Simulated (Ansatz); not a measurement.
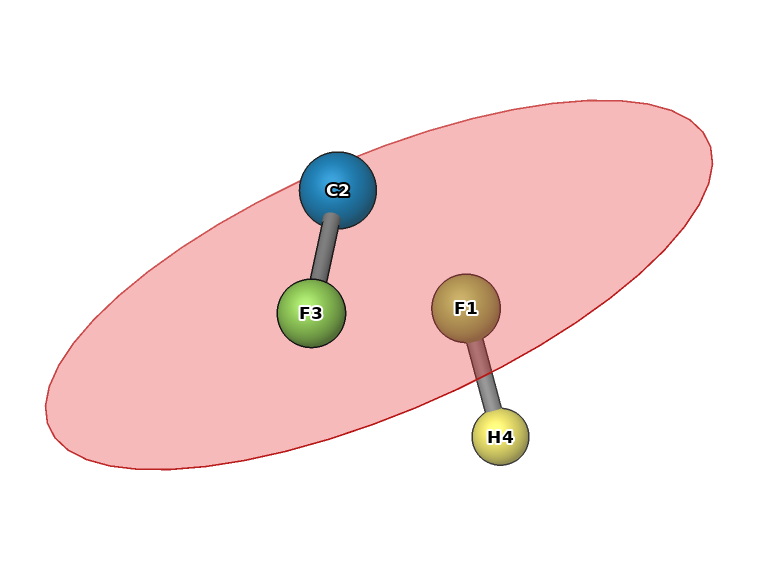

A disc through the centre of mass is drawn in. Depth is shown by fading: the farther an atom, the more it takes the colour of the background. The species has charge +1 and is a spin singlet. Computed geometry: PBE-D4/def2-SVP optimisation. No frequency run is at hand to confirm it as a minimum.

### Is the plane of the disc a mirror plane of the structure?

No. The point group is Cs, with 1 mirror plane, and this plane isn't one of its mirror planes.
